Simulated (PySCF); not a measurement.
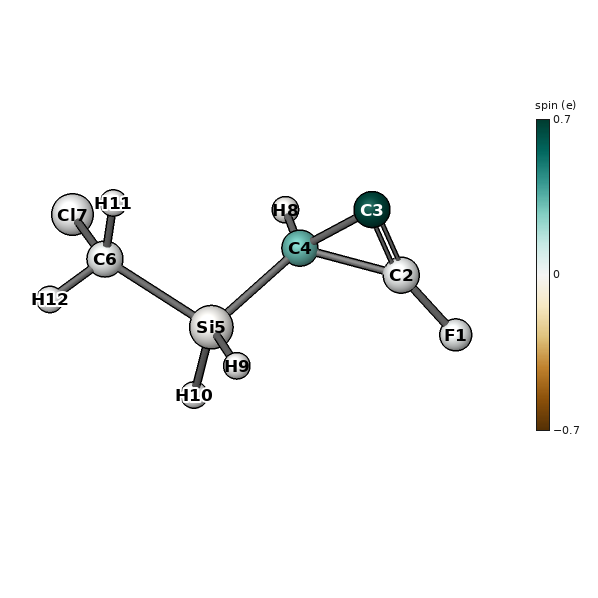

Atoms are coloured by their Mulliken spin populations. The species is neutral and a spin doublet. The geometry was computed by an optimisation with GFN2-xTB. No frequency run is at hand to confirm it as a minimum. Level of theory: UKS B3LYP, pcH-1 on C Cl F H Si, non-relativistic (PySCF 2.14.0).

Give the Mulliken spin populations atom by atom.

| atom | value (e) |
| --- | --- |
| F1 | 0.01 |
| C2 | 0.01 |
| C3 | 0.66 |
| C4 | 0.33 |
| Si5 | −0.01 |
| C6 | 0.01 |
| Cl7 | 0.00 |
| H8 | −0.01 |
| H9 | 0.00 |
| H10 | 0.00 |
| H11 | 0.00 |
| H12 | 0.00 |

Mulliken values depend strongly on the basis set. The geometry is semi-empirical. Around Si such bond lengths and angles can be off by a tenth of an ångström or more and by several degrees, and values that hang on the shape move with them.
